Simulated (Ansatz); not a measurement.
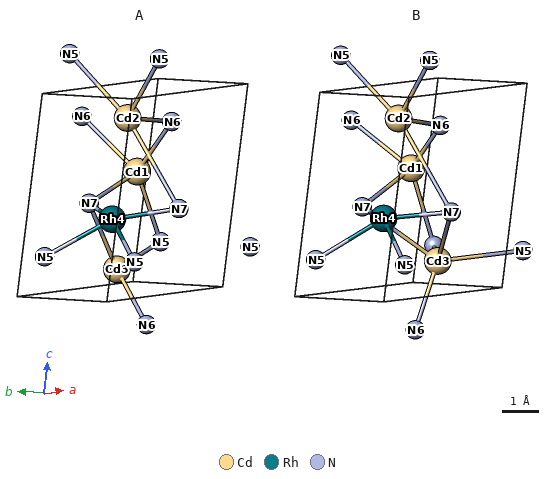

Two geometries of solid Cd₃RhN₃ (built on the Zn3PBr3-6 type type), drawn at one scale. One is the start of a relaxation, the other its converged end. A ball-and-stick model of the cell of the calculation, seen from a free direction.

Computed with Ansatz 0.2.0, DFT, PBEsol, plane waves, PAW. Set-up: plane-wave cutoff 420 eV; k-point mesh 4 × 6 × 4; occupations fermi dirac; smearing width 0.05 eV; no spin polarisation; cell and atoms relaxed; force threshold 0.01 eV/Å; at most 120 steps.

Which one is relaxed?

Answer. Structure A is the relaxed one. Case: shaken. The atom that moves furthest relative to the cell is Cd3 (1.32 Å roughly along +b). Largest moves by element: Cd 1.32 Å, N 0.32 Å, Rh 0.29 Å. The drawn cell changes as follows: a 5.768 → 5.728 Å (−0.7 %), b 3.028 → 3.070 Å (+1.4 %), c 5.819 → 5.783 Å (−0.6 %), α 90.2° → 90.1°, β 77.8° → 77.4°, γ 91.1° → 90.1°; the volume changes by −0.1 %. Among the contacts that change: Cd3–N6 3.736 → 2.234 Å, Cd3–N5 2.485 → 3.805 Å, Cd3–N7 2.754 → 3.904 Å, Cd3–N7 (another image) 2.700 → 2.402 Å. New bonds form, among them: Cd3–N6 (3.74 → 2.23 Å). Bonds break, among them: Cd3–N5 (2.48 → 3.80 Å). Among the angles between lasting bonds that change: Cd1–N6–Cd3 111.8° → 146.6°, Cd3–N7–Rh4 136.0° → 101.3°, Cd3–N5–Rh4 97.2° → 129.5°. The space group stays P1 (No. 1). After 30 accepted moves (38 points after the start) the energy has fallen by 101 meV per atom. Largest force component: 2.4 eV/Å at the start, 0.0021 eV/Å at the end. The pressure goes from 3.51 to 0.00 GPa. The line search rejected the trial steps at points 13, 19, 23, 27, 30, 36 of the run. At 2 points the geometry stayed and the basis and grid were re-selected for the new cell (energy shift of less than 0.05 meV per atom at most each time). Cost: 5.5 min on 4 threads of Arm Neoverse V1 (shared host), peak memory 0.57 GiB.
